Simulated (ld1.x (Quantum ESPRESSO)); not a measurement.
**Pseudopotential generation: Xe (part 2 of 2)**

The same run, continued: xenon (Xe, Z = 54), core [Kr] 4d10, reference valence 5s2 5p6, valence charge 8. Method: TM potential, LDA (PZ), scalar-relativistic, made with ld1.x (Quantum ESPRESSO) 7.5.

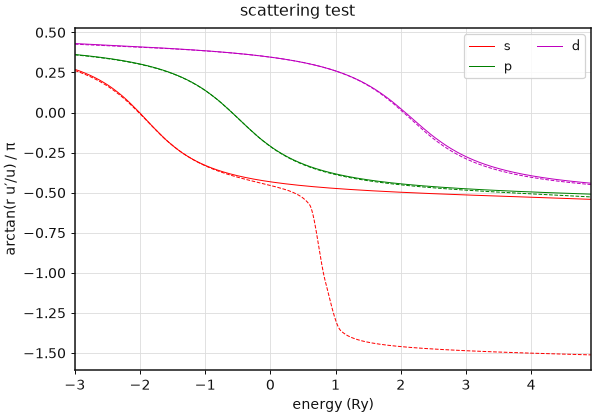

Unwrapped phase arctan(r u′/u) in units of π against energy, all-electron (solid) and pseudo (dashed); the pseudo phase is matched to the all-electron one at the reference energy. Here u = r R(r).

- Range over which the phases agree within 0.05 rad: s: up to about -0.2 Ry; p: up to about 4.7 Ry; d: over the whole range drawn.
- Poles, where the radial function vanishes at the test radius: s: all-electron at 2.2 Ry, pseudo at 0.4 and 3.9 Ry; p: all-electron at 4.3 Ry, pseudo at 3.7 Ry; d: all-electron at no energy in the range, pseudo at no energy in the range.
- Ghost states: Going away from the reference energies, the phases part by more than π/2 in: s at about 0.8 Ry (above its reference energy, pseudo phase lower). Such a step is either a state that only one of the two atoms has or an ordinary level shifted in energy. The separate test gives: ghost state below the valence levels: d at -62.5 eV. The bound ghosts lie below the range of the plot.

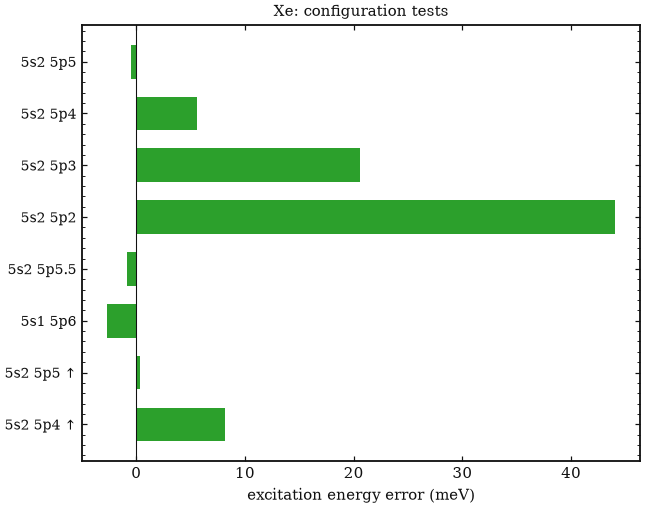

Errors, all-electron minus pseudo, of the energies of valence configurations relative to the unpolarised reference 5s2 5p6. An arrow marks spin-polarised runs filled by Hund’s rule.

- Worst configuration: 5s2 5p2 (charge +4): the error is +44 meV on an all-electron energy of +109.24 eV relative to the reference, or 0.04 %.
- Errors in meV: 5s2 5p5: -0.4; 5s2 5p4: +5.6; 5s2 5p3: +21; 5s2 5p2: +44; 5s2 5p5.5: -0.8; 5s1 5p6: -2.7; 5s2 5p5 ↑: +0.3; 5s2 5p4 ↑: +8.2. The potential isn't sound: its ghost test gives ghost state below the valence levels: d at -62.5 eV.

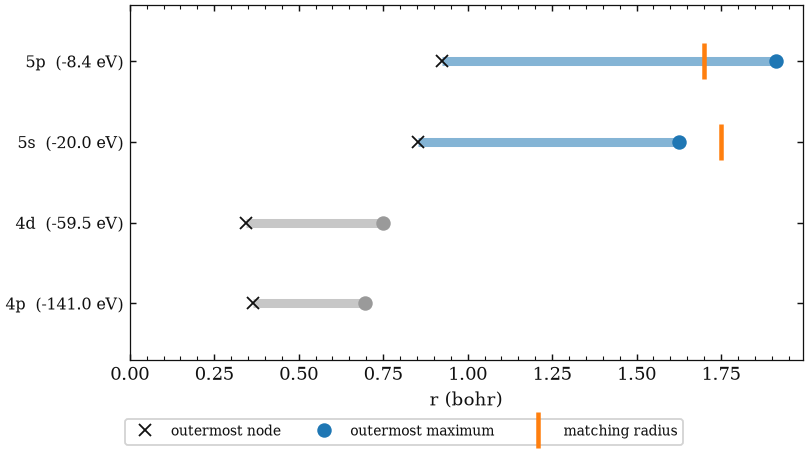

Outer shells of the all-electron reference atom: each bar runs from the outermost node (or the nucleus) to the outermost maximum of u(r); the tick is the radius chosen for the pseudo-wave. Shells without a tick have no pseudo-wave of their own. Levels, nodes and maxima are from ld1.x, scalar-relativistic.

- Radii against the shells: 5s: 1.75 bohr, outside the maximum; 5p: 1.70 bohr, between node and maximum.

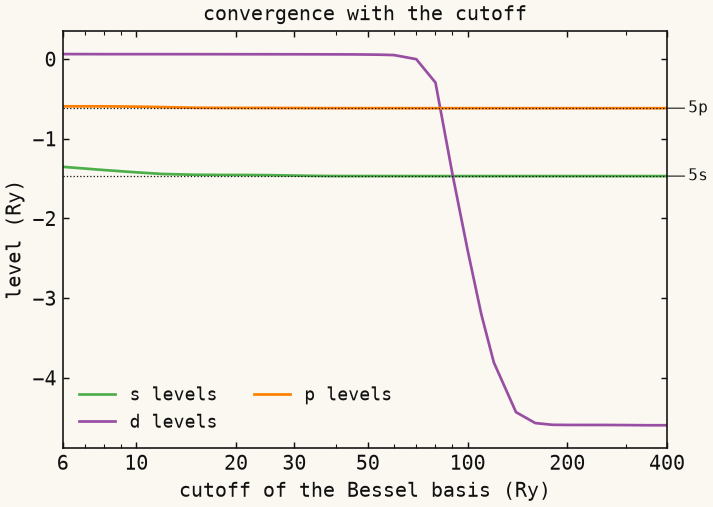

The pseudo-atom Hamiltonian at the reference potential is diagonalised in spherical Bessel functions (20 bohr box) up to the cutoff. Curves: the lowest levels of each channel that holds a bound state. Dotted lines: the all-electron valence levels.

- Ghost states: ghost state below the valence levels: d at -62.5 eV. A ghost is a state of the pseudo-atom that lies below a valence level of its channel, or is bound in a channel without one, and matches no all-electron valence level; bound levels above the valence ones can be real empty states. The d ghost lies close to the 4d core level of the all-electron atom (-4.37 Ry), so the potential binds a state that should have stayed in the core. In Ry: d -4.60.
- All-electron valence levels: 5s: -1.47 Ry; 5p: -0.62 Ry.
- Onset of the ghost: the lowest d curve lies clearly below zero from about 80 Ry on and ends at -4.60 Ry. A test at a low cutoff would miss it.

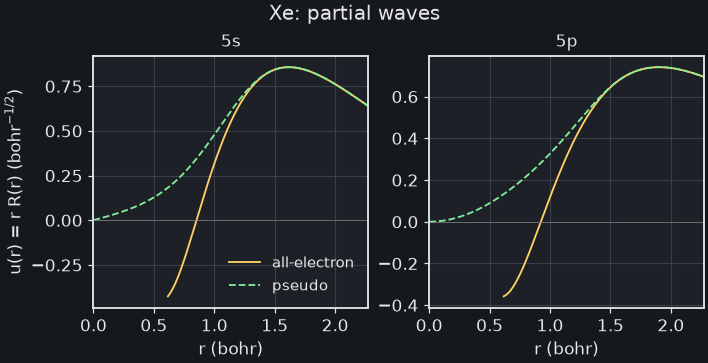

Pseudo-waves (dashed) against the all-electron radial functions (solid). The innermost oscillations of some all-electron curves aren't drawn. Reference configuration 5s2 5p6.

- Matching radii: 5s at 1.75 bohr; 5p at 1.70 bohr. The curves merge smoothly, so the plot gives these only roughly.
- Nodes of the pseudo-waves: 5s has no node; 5p has no node.
- Cutoffs needed: 40 Ry (loose) and 70 Ry (tight), as the cutoffs, on a coarse ladder, from which the occupation-weighted sum of valence levels, in a spherical-Bessel basis at the reference potential, stays within 10 and 1 mRy of its value at 400 Ry.

## Summary

- outcome: generated, with a ghost state
- cutoffs needed: 40 Ry and 70 Ry (the cutoffs, on a coarse ladder, from which the occupation-weighted sum of valence levels, in a spherical-Bessel basis at the reference potential, stays within 10 and 1 mRy of its value at 400 Ry); ghost states and empty shells don't enter this sum
- ghost test: ghost state below the valence levels: d at -62.5 eV (spherical-Bessel basis up to 400 Ry, 20 bohr box)
- largest excitation error: +44 meV (all-electron minus pseudo) for 5s2 5p2, out of 6 test configurations
- clearest signs, in the scattering phases, of states that the all-electron atom lacks: s near 0.4 Ry
- range over which the phases arctan(r u′/u) at the test radius agree within 0.05 rad (a looser test near the poles than one of phase shifts): s: up to about -0.2 Ry; p: up to about 4.7 Ry; d: over the whole range computed
- hardware: 1 CPU thread, shared host
- wall time: 2.4 s

## Remarks

The potential has a bound ghost state, so it can't be used as it stands.
